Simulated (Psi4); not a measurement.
# C2H2FO− (SMILES C=C([O-])F), run twice

Aim: the energy of C2H2FO− at MP2/3ZaPa-NR (density fitting, density fitting for correlation).

Program for the calculation: Psi4 1.11.

5 further runs of the same task are left out: 2 that didn't finish, 3 set aside as unsound or not needed.

## (1) The molecule

C2H2FO− has 6 atoms, charge -1, and is taken as a singlet. SMILES: `C=C([O-])F`. The shape is that of a GFN2-xTB optimisation.

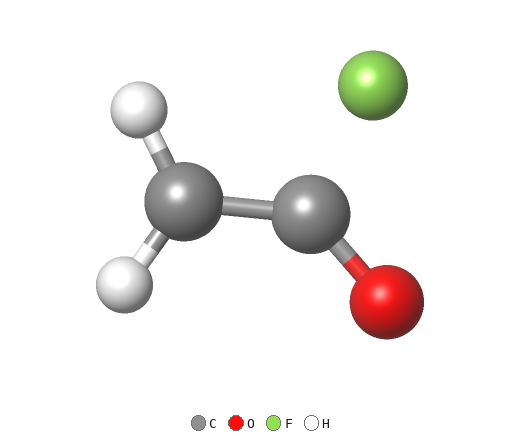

Viewed from a chosen angle; carbon grey, oxygen red, fluorine green, hydrogen white.

## (2) The input as first written

job.in reads:

```
memory 1.6 GB

molecule mol {
  -1 1
  C
  C 1 r2
  O 2 r3 1 a3
  F 2 r4 3 a4 1 d4
  H 1 r5 2 a5 3 d5
  H 1 r6 5 a6 2 d6

  r2 = 1.341185
  r3 = 1.223223
  a3 = 136.6299
  r4 = 1.50567
  a4 = 113.29006
  d4 = 179.99555
  r5 = 1.075417
  a5 = 121.85056
  d5 = -179.99403
  r6 = 1.077147
  a6 = 118.22969
  d6 = 179.98462
}

set basis 3ZaPa-NR
set freeze_core true
set mp2_type df
set diis false
set scf_initial_accelerator none
set guess core
set maxiter 75

energy('mp2')
```

Command:

```bash
$ psi4 -n 1 job.in job.out
```

job.out:

```text
Psi4 1.11 release

    SCF Algorithm Type (re)set to DF.

   => Loading Basis Set <=

    Name: 3ZAPA-NR
    Role: ORBITAL
    Keyword: BASIS

         ---------------------------------------------------------
                                   SCF
                              RHF Reference
                        1 Threads,   1525 MiB Core
         ---------------------------------------------------------

  ==> Geometry <==

    Molecular point group: c1
    Full point group: C1

    Geometry (in Angstrom), charge = -1, multiplicity = 1:

       Center              X                  Y                   Z               Mass
    ------------   -----------------  -----------------  -----------------  -----------------
         C            0.000037691397    -0.219813186279    -1.408926573234    12.000000000000
         C            0.000037691397    -0.219813186279    -0.067741573234    12.000000000000
         O            0.000037691397    -1.059810514131     0.821459752074    15.994914619570
         F           -0.000069720756     1.194333026165     0.449203904736    18.998403162730
         H            0.000132873400     0.693675427753    -1.976430112311     1.007825032230
         H           -0.000314334634    -1.153403227426    -1.946192960380     1.007825032230

  Running in c1 symmetry.

[... 80 lines left out ...]
  ==> Iterations <==

                           Total Energy        Delta E     RMS |[F,P]|

   @DF-RHF iter   1:  -197.50592684252825   -1.97506e+02   7.17680e-02
   @DF-RHF iter   2:  -172.81004466120388    2.46959e+01   3.66981e-02
   @DF-RHF iter   3:  -213.45978895506772   -4.06497e+01   4.76343e-02
[... 6 lines of this table left out ...]
   @DF-RHF iter  10:  -163.44517915723853    4.82191e+01   4.64428e-02
[... 55 lines of further cycles ...]
   @DF-RHF iter  66:  -163.43356592449408    4.81969e+01   4.64653e-02
   @DF-RHF iter  67:  -211.63046111169186   -4.81969e+01   4.89389e-02
   @DF-RHF iter  68:  -163.43356592449101    4.81969e+01   4.64653e-02
[... 6 lines of this table left out ...]
   @DF-RHF iter  75:  -211.63046111169285   -4.81969e+01   4.89389e-02

PsiException: Could not converge SCF iterations in 75 iterations.

  Failed to converge.

psi4.driver.p4util.exceptions.SCFConvergenceError: Could not converge SCF iterations in 75 iterations.

Printing out the relevant lines from the Psithon --> Python processed input file:
    core.set_global_option("MP2_TYPE", "df")
    core.set_global_option("DIIS", "false")
    core.set_global_option("SCF_INITIAL_ACCELERATOR", "none")
    core.set_global_option("GUESS", "core")
    core.set_global_option("MAXITER", 75)
--> energy('mp2')

!------------------------------------------------------!
!                                                      !
!  Could not converge SCF iterations in 75 iterations. !
!                                                      !
!------------------------------------------------------!

    Psi4 run time: 0:00:07.96
```

Wall time 9.3 s (1 thread of Intel Xeon Platinum 8488C (Sapphire Rapids), shared host); peak memory 0.48 GiB.

## (3) Diagnosis

No converged result was reached.

The telling line is `Could not converge SCF iterations in 75 iterations.`. The cause is that the convergence aids are set badly. The sound input differs in these keys, not all of which need be the cause: diis at its default in place of no; scf initial accelerator at its default in place of none; starting guess at its default in place of core.

## (4) The mended input

job.inp reads:

```
memory 1.6 GB

molecule mol {
  -1 1
  C
  C 1 r2
  O 2 r3 1 a3
  F 2 r4 3 a4 1 d4
  H 1 r5 2 a5 3 d5
  H 1 r6 5 a6 2 d6

  r2 = 1.341185
  r3 = 1.223223
  a3 = 136.6299
  r4 = 1.50567
  a4 = 113.29006
  d4 = 179.99555
  r5 = 1.075417
  a5 = 121.85056
  d5 = -179.99403
  r6 = 1.077147
  a6 = 118.22969
  d6 = 179.98462
}

set {
  basis 3ZaPa-NR
  freeze_core true
  mp2_type df
}

e_tot = energy("mp2")
```

Command:

```bash
$ psi4 -n 1 job.inp job.out
```

job.out:

```text
[...]
  Running in c1 symmetry.
[...]
  Nuclear repulsion =  108.874266453962647
[...]
  Multiplicity = 1
[...]
  Nalpha       = 16
  Nbeta        = 16
[...]
    Number of basis functions: 192
[...]
   @DF-RHF iter   1:  -251.14334682477491   -1.01810e+00   3.20191e-03 DIIS/ADIIS
[...]
   @DF-RHF iter  12:  -251.30728592642834   -8.36735e-11   8.36005e-09 DIIS
[...]
    Orbital Energies [Eh]
    ---------------------
    Doubly Occupied:
       1A    -26.048296     2A    -20.308834     3A    -11.162029
       4A    -10.989591     5A     -1.342271     6A     -1.149327
       7A     -0.797111     8A     -0.551306     9A     -0.460346
      10A     -0.451710    11A     -0.435618    12A     -0.380312
      13A     -0.345048    14A     -0.319319    15A     -0.240451
      16A     -0.109164
[...]
  @DF-RHF Final Energy:  -251.30728592642834
   => Energetics <=
    Nuclear Repulsion Energy =            108.8742664539626475
    One-Electron Energy =                -570.1816398267797013
    Two-Electron Energy =                 210.0000874463887044
    Total Energy =                       -251.3072859264283352
[...]
 Multipole Moments:
 ------------------------------------------------------------------------------------
     Multipole            Electronic (a.u.)      Nuclear  (a.u.)        Total (a.u.)
 ------------------------------------------------------------------------------------
 L = 1.  Multiply by 2.5417464519 to convert [e a0] to [Debye]
 Dipole X            :         -0.0000215           -0.0001042           -0.0001257
 Dipole Y            :          1.9439188           -1.5627523            0.3811665
 Dipole Z            :          3.7546655           -4.0971507           -0.3424853
 Magnitude           :                                                    0.5124295
[...]
```

Wall time 5.7 s (1 thread of Intel Xeon Platinum 8488C (Sapphire Rapids), shared host); peak memory 0.48 GiB.

## (5) What came out

Level: MP2/3ZaPa-NR (density fitting, density fitting for correlation).

| quantity | value |
| --- | --- |
| total energy | -252.14348 Eh |
| HOMO energy (Hartree–Fock orbitals) | -2.97 eV |
| LUMO energy (Hartree–Fock orbitals) | 3.90 eV |
| HOMO–LUMO gap (to an unbound level, set by the basis) | 6.87 eV |
| correlation energy (4 core orbitals frozen) | -836.2 mEh |
